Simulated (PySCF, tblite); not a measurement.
# C₄H₆, a complex of two parts: NMR shifts, interaction energy, spin-spin couplings and electronic excitations

Wanted: the NMR shifts, interaction energy, spin-spin couplings and electronic excitations for `C#C` with `C=C`.

Computed with tblite 0.8.0 and PySCF 2.14.0; each step states its level. No surroundings beyond the atoms listed, unless a continuum is named. Atoms count from 0, parts from 1.

## (1) Starting point

10 atoms, charge 0, multiplicity 1; geometry: rigid parts in contact. Parts: 1 = atoms 0–3, `C#C`, charge 0; 2 = atoms 4–9, `C=C`, charge 0.

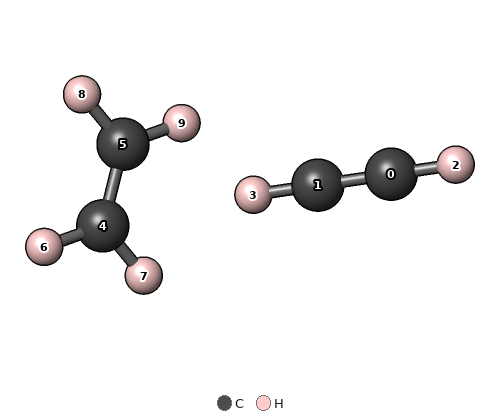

The starting geometry (carbon dark grey, hydrogen pink), atoms numbered.

## (2) Bringing the parts together with GFN2-xTB

What the job is given:

```
{"job": {"kind": "dock", "xc": "GFN2-xTB", "basis": "xTB"}, "charge": 0, "multiplicity": 1, "parts": [{"atoms": "0-3", "charge": 0, "multiplicity": 1}, {"atoms": "4-9", "charge": 0, "multiplicity": 1}]}
C     -0.556407    -0.167243    -0.136844
C      0.556222     0.167564     0.137097
H     -1.534492    -0.461998    -0.377961
H      1.534677     0.461677     0.377708
C      4.059218     0.914510     0.730908
C      3.561071     0.146633     1.676944
H      4.601706     1.818293     0.955471
H      3.948992     0.677192    -0.314616
H      3.670664     0.384377     2.722477
H      3.018493    -0.757119     1.452310
```

With the program's defaults for keys left out, this is: GFN2-xTB search for minima from random contacts, gas phase.

Launch:

```
> OMP_NUM_THREADS=1 python cluster_run.py task.json out
```

This one command runs all jobs of the session in turn.

What it wrote:

```text
step      E/eV     max force
  0    -312.35682    0.107
  1    -312.35725    0.100
  2    -312.35840    0.113
  3    -312.36044    0.186
  4    -312.36217    0.370
  5    -312.36407    0.351
  6    -312.36633    0.139
  7    -312.36899    0.145
  8    -312.37051    0.176
  9    -312.37451    0.186
 10    -312.37847    0.164
 11    -312.38101    0.101
 12    -312.38202    0.103
 13    -312.38302    0.105
 14    -312.38389    0.090
 15    -312.38455    0.083
 16    -312.38495    0.059
 17    -312.38520    0.038
 18    -312.38537    0.033
 19    -312.38548    0.025
 20    -312.38552    0.014

distinct minima (kcal/mol above the one taken): 0.00 0.22 0.42 0.78
by PBE0-D3(BJ)/def2-SVP single points: 0.00 0.56 1.02 1.31
binding energy -1.207 kcal/mol
```

Run time: 5.5 s. Hardware: 1 thread of Arm Neoverse V1, shared host.

Step by step:

```tsv
step	energy from step 0 (eV)	largest force (eV/Å)
0	0.0000	0.1069
1	-0.0004	0.0995
2	-0.0016	0.1131
3	-0.0036	0.1863
4	-0.0053	0.3701
5	-0.0072	0.3507
6	-0.0095	0.1392
7	-0.0122	0.1449
8	-0.0137	0.1753
9	-0.0177	0.1862
10	-0.0216	0.1638
11	-0.0242	0.1014
12	-0.0252	0.1028
13	-0.0262	0.1047
14	-0.0271	0.0902
15	-0.0277	0.0836
16	-0.0281	0.0593
17	-0.0284	0.0376
18	-0.0285	0.0324
19	-0.0287	0.0245
20	-0.0287	0.0131
```

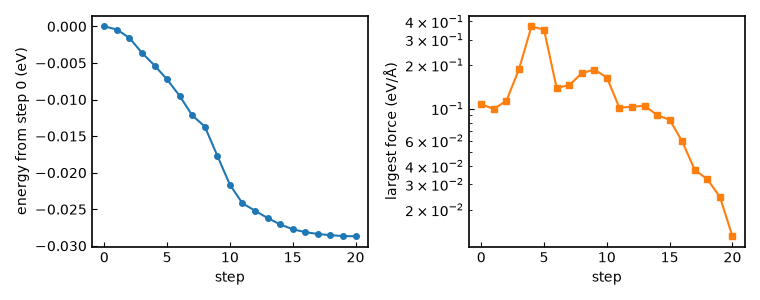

Energy and force, step by step.

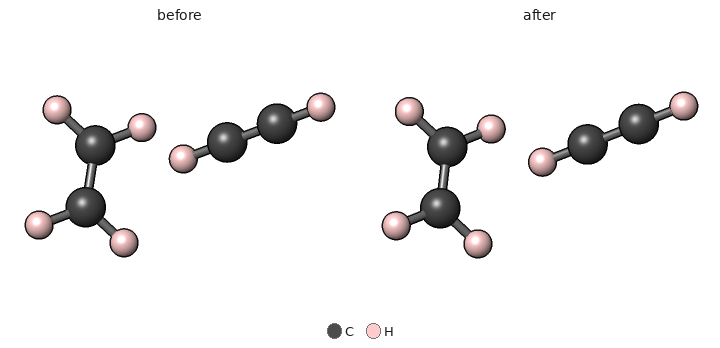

The geometry before (left) and after (right).

Distances of close pairs at the start and the end, largest changes first:

```tsv
bond	before (Å)	after (Å)	change (Å)
C1–H3	1.050	1.051	+0.001
C4–H7	1.078	1.079	+0.001
C4–C5	1.316	1.317	+0.001
C5–H9	1.078	1.078	+0.001
C0–H2	1.050	1.050	+0.000
C4–H6	1.078	1.078	+0.000
C0–C1	1.194	1.194	+0.000
C5–H8	1.078	1.078	-0.000
```

Contacts between the parts in the structure taken on (a selection, picked against the atoms' radii; other short pairs can be missing):

```tsv
atoms	distance (Å)	kind (by distance and angle)	angle (°)
H3···C5	2.80	inside the van der Waals sum	–
```

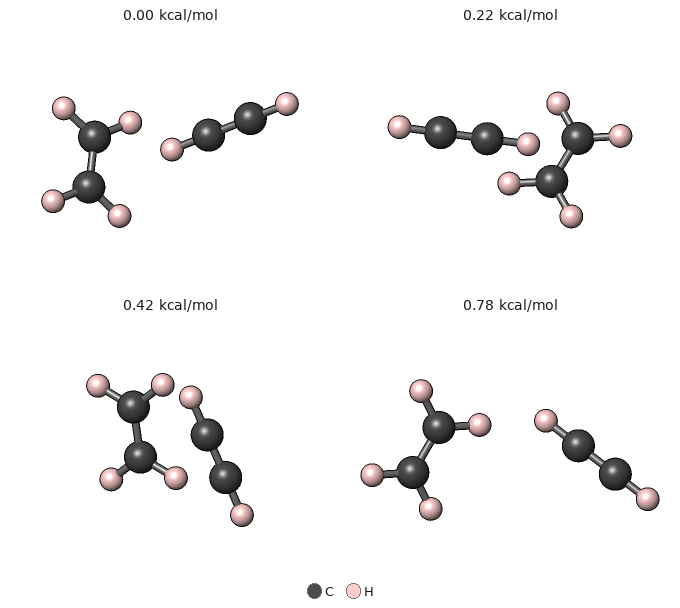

The minima found from 6 starts, with xTB energies counted from the lowest.

## (3) Geometry optimisation at PBE0-D3(BJ)/def2-SVPD

What the job is given:

```
{"job": {"xc": "PBE0", "basis": "def2-SVPD", "d3": "d3bj", "grid": 2, "kind": "geom", "shake": 0.01}, "charge": 0, "multiplicity": 1, "parts": [{"atoms": "0-3", "charge": 0, "multiplicity": 1}, {"atoms": "4-9", "charge": 0, "multiplicity": 1}]}
C     -0.668998    -0.192999    -0.184343
C      0.385772     0.264290     0.067990
H     -1.660481    -0.552587    -0.424265
H      1.377642     0.648271     0.297497
C      4.117399     0.882150     0.746326
C      3.693257     0.110081     1.724942
H      4.550306     1.859922     0.952566
H      4.083920     0.603312    -0.285452
H      3.751563     0.406708     2.781405
H      3.271314    -0.870844     1.548302
```

What it wrote:

```text
step   0  E = -155.60400502  max force = 0.076445
step   1  E = -155.60734182  max force = 0.004182
step   2  E = -155.60740011  max force = 0.000709
step   3  E = -155.60741072  max force = 0.000381
optimisation converged
```

It took 21 s on 1 thread of Arm Neoverse V1, shared host; peak memory 0.56 GiB.

Step by step:

```tsv
step	energy from step 0 (eV)	largest force component (eV/Å)
0	0.0000	3.9310
1	-0.0908	0.2150
2	-0.0924	0.0365
3	-0.0927	0.0196
```

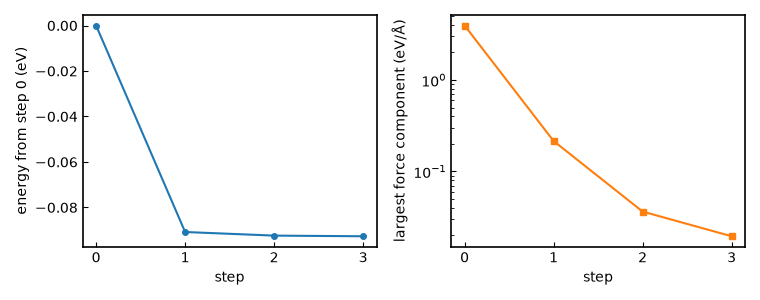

Energy and force, step by step.

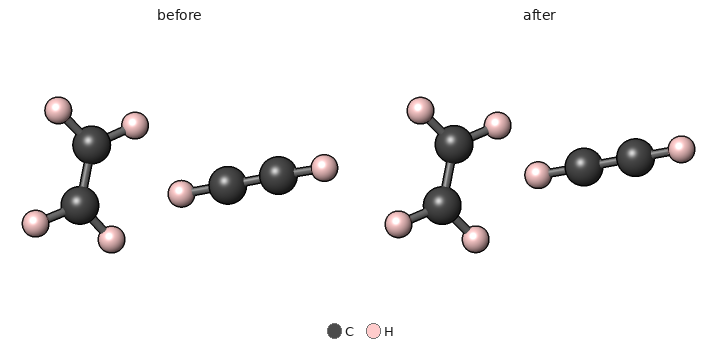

The geometry before (left) and after (right).

Distances of close pairs at the start and the end, largest changes first:

```tsv
bond	before (Å)	after (Å)	change (Å)
C0–C1	1.177	1.209	+0.032
C4–H7	1.069	1.093	+0.023
C4–C5	1.317	1.332	+0.015
C1–H3	1.088	1.076	-0.012
C5–H9	1.082	1.093	+0.010
C0–H2	1.082	1.074	-0.008
C5–H8	1.099	1.093	-0.006
C4–H6	1.089	1.093	+0.003
```

The end geometry stands in the next job.

```tsv
at the end point	value
point group (found at 0.08 Å tolerance)	C1
rotational constants (GHz, main isotopes)	25.820, 1.907, 1.819
dipole moment (D)	0.34
```

Contacts at the end point (a selection, picked against the atoms' radii; other short pairs can be missing):

```tsv
atoms	distance (Å)	kind (by distance and angle)	angle (°)
H3···C5	2.67	inside the van der Waals sum	–
```

Against the parts relaxed at this level the binding energy is -2.28 kcal/mol, without counterpoise.

## (4) NMR shieldings: PBE0/pcSseg-2

What the job is given:

```
{"job": {"kind": "nmr", "xc": "PBE0", "basis": "pcSseg-2"}, "charge": 0, "multiplicity": 1, "parts": [{"atoms": "0-3", "charge": 0, "multiplicity": 1}, {"atoms": "4-9", "charge": 0, "multiplicity": 1}]}
C     -0.745909    -0.182573     0.027471
C      0.351602     0.252422     0.286382
H     -1.720404    -0.569679    -0.205024
H      1.333395     0.627320     0.517704
C      4.164466     0.905465     0.537976
C      3.754781     0.110159     1.524856
H      4.573079     1.899289     0.735245
H      4.114746     0.591390    -0.507250
H      3.808277     0.424175     2.569952
H      3.349758    -0.885463     1.328372
```

Level: GIAO PBE0/pcSseg-2 NMR shielding, non-relativistic, gas phase.

What it wrote:

```text
coarse grid: 8064 points
cycle   1  E = -155.7240234539  dE =  8.500e-02  |g| = 4.156e-01  |ddm| = 2.075e+00
cycle   2  E = -155.7279949426  dE = -3.971e-03  |g| = 3.887e-01  |ddm| = 6.422e-01
cycle   3  E = -155.7678226398  dE = -3.983e-02  |g| = 2.424e-02  |ddm| = 3.763e-01
cycle   4  E = -155.7678116768  dE =  1.096e-05  |g| = 2.535e-02  |ddm| = 3.497e-02
cycle   5  E = -155.7679645162  dE = -1.528e-04  |g| = 6.428e-03  |ddm| = 2.215e-02
cycle   6  E = -155.7679743736  dE = -9.857e-06  |g| = 1.296e-03  |ddm| = 4.756e-03
final grid: 77064 points
cycle   7  E = -155.7714650465  dE = -6.199e-05  |g| = 6.177e-03  |ddm| = 4.863e-02
cycle   8  E = -155.7714637599  dE =  1.287e-06  |g| = 6.605e-03  |ddm| = 9.720e-03
cycle   9  E = -155.7714746468  dE = -1.089e-05  |g| = 1.381e-03  |ddm| = 5.418e-03
cycle  10  E = -155.7714750876  dE = -4.408e-07  |g| = 4.133e-04  |ddm| = 1.199e-03
cycle  11  E = -155.7714751300  dE = -4.242e-08  |g| = 6.428e-05  |ddm| = 3.614e-04
cycle  12  E = -155.7714751309  dE = -8.949e-10  |g| = 2.781e-05  |ddm| = 7.496e-05
converged SCF energy = -155.7714751309

GIAO shielding tensors (ppm)
atom      isotropic    diamagn.    paramagn.     s11        s22        s33       span
  0 C      108.903     266.388    -157.485     23.500     24.237    278.970    255.470
  1 C      104.255     260.823    -156.569     15.611     16.829    280.324    264.714
  2 H       30.000      33.493      -3.493     24.760     24.777     40.463     15.704
  3 H       29.097      36.815      -7.718     22.041     22.723     42.527     20.486
  4 C       47.644     254.873    -207.229    -80.924     55.156    168.700    249.625
  5 C       46.376     255.794    -209.418    -83.158     53.223    169.063    252.221
  6 H       25.420      28.096      -2.675     22.404     25.574     28.283      5.879
  7 H       25.435      32.595      -7.159     22.044     25.790     28.472      6.428
  8 H       25.359      29.156      -3.797     22.276     25.820     27.980      5.703
  9 H       25.383      33.480      -8.097     21.798     26.557     27.795      5.997

== part 1 alone, relaxed ==
coarse grid: 3416 points
cycle   1  E = -77.2287381696  dE =  9.600e-02  |g| = 3.220e-01  |ddm| = 1.407e+00
cycle   2  E = -77.2330414855  dE = -4.303e-03  |g| = 2.836e-01  |ddm| = 4.109e-01
cycle   3  E = -77.2542542537  dE = -2.121e-02  |g| = 1.524e-02  |ddm| = 2.572e-01
cycle   4  E = -77.2543162216  dE = -6.197e-05  |g| = 1.887e-03  |ddm| = 2.930e-02
cycle   5  E = -77.2543168906  dE = -6.690e-07  |g| = 7.992e-05  |ddm| = 3.429e-03
final grid: 33160 points
cycle   6  E = -77.2566733828  dE = -2.612e-05  |g| = 3.095e-03  |ddm| = 2.375e-02
cycle   7  E = -77.2566739268  dE = -5.440e-07  |g| = 2.796e-03  |ddm| = 6.037e-03
cycle   8  E = -77.2566760226  dE = -2.096e-06  |g| = 2.095e-04  |ddm| = 3.022e-03
cycle   9  E = -77.2566760114  dE =  1.121e-08  |g| = 2.886e-04  |ddm| = 3.189e-04
cycle  10  E = -77.2566760326  dE = -2.115e-08  |g| = 1.779e-05  |ddm| = 1.870e-04
cycle  11  E = -77.2566760326  dE = -6.739e-11  |g| = 4.880e-07  |ddm| = 9.508e-06
converged SCF energy = -77.2566760326

GIAO shielding tensors (ppm)
atom      isotropic    diamagn.    paramagn.     s11        s22        s33       span
  0 C      107.591     261.551    -153.960     21.844     21.845    279.084    257.240
  1 C      107.591     261.550    -153.959     21.845     21.845    279.084    257.239
  2 H       29.920      31.104      -1.185     24.818     24.818     40.123     15.306
  3 H       29.920      31.105      -1.185     24.818     24.818     40.124     15.306

== part 2 alone, relaxed ==
coarse grid: 4656 points
cycle   1  E = -78.4918336491  dE = -1.264e-02  |g| = 2.744e-01  |ddm| = 1.469e+00
cycle   2  E = -78.4903450884  dE =  1.489e-03  |g| = 2.862e-01  |ddm| = 3.504e-01
cycle   3  E = -78.5122027616  dE = -2.186e-02  |g| = 5.461e-03  |ddm| = 1.783e-01
cycle   4  E = -78.5122120473  dE = -9.286e-06  |g| = 5.690e-04  |ddm| = 6.226e-03
final grid: 43904 points
cycle   5  E = -78.5133051154  dE = -3.599e-05  |g| = 4.585e-03  |ddm| = 1.728e-02
cycle   6  E = -78.5133047001  dE =  4.154e-07  |g| = 4.775e-03  |ddm| = 5.538e-03
cycle   7  E = -78.5133106709  dE = -5.971e-06  |g| = 8.334e-05  |ddm| = 2.948e-03
cycle   8  E = -78.5133106722  dE = -1.265e-09  |g| = 2.358e-05  |ddm| = 7.726e-05
cycle   9  E = -78.5133106723  dE = -8.720e-11  |g| = 8.520e-06  |ddm| = 1.637e-05
converged SCF energy = -78.5133106723

GIAO shielding tensors (ppm)
atom      isotropic    diamagn.    paramagn.     s11        s22        s33       span
  0 C       49.246     252.443    -203.196    -79.111     59.115    167.734    246.845
  1 C       49.246     252.442    -203.197    -79.112     59.114    167.735    246.847
  2 H       25.493      30.637      -5.144     22.569     25.414     28.497      5.928
  3 H       25.493      30.637      -5.145     22.569     25.414     28.496      5.927
  4 H       25.493      30.637      -5.145     22.569     25.413     28.496      5.928
  5 H       25.493      30.638      -5.145     22.569     25.414     28.496      5.927
```

Wall time 29 s (1 thread of Arm Neoverse V1, shared host); peak memory 0.79 GiB.

No reference compound was run at this level, so shieldings alone are listed.

```tsv
atoms	environment	σ (ppm)
C5	carbon bonded to C, 2 H	46.4
C4	carbon bonded to C, 2 H	47.6
C1	carbon bonded to C, H	104.3
C0	carbon bonded to C, H	108.9
H8	hydrogen on a carbon bonded to C	25.36
H9	hydrogen on a carbon bonded to C	25.38
H6	hydrogen on a carbon bonded to C	25.42
H7	hydrogen on a carbon bonded to C	25.44
H3	hydrogen on a carbon bonded to C	29.10
H2	hydrogen on a carbon bonded to C	30.00
```

The run also stored atomic charges by several schemes (e):

```tsv
atoms	Mulliken	IAO	Hirshfeld	ESP fit
C0	-0.14	-0.22	-0.11	-0.33
C1	0.03	-0.20	-0.10	-0.25
C4	-0.13	-0.31	-0.09	-0.35
C5	-0.15	-0.31	-0.09	-0.33
```

Mulliken charges:

```tsv
atom	value (e)
C0	-0.14
C1	0.03
H2	0.05
H3	0.06
C4	-0.13
C5	-0.15
H6	0.07
H7	0.07
H8	0.07
H9	0.08
```

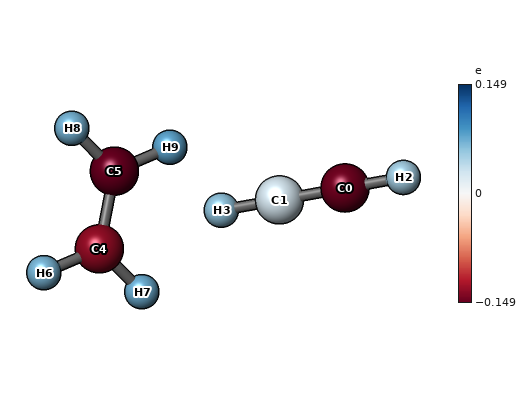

Mulliken charges, as colours on the atoms.

Mayer bond orders: C0–C1 2.70, C4–C5 1.91.

What binding changes (parts relaxed alone, same level, their own basis):

```tsv
atom	σ alone (ppm)	σ in the cluster	shift on binding (ppm)
C1	107.59	104.25	+3.34
C5	49.25	46.38	+2.87
C4	49.25	47.64	+1.60
C0	107.59	108.90	-1.31
H6	25.49	25.42	+0.07
H3	29.92	29.10	+0.82
H8	25.49	25.36	+0.13
H9	25.49	25.38	+0.11
H2	29.92	30.00	-0.08
```

(Part 1 of 3 ends here.)
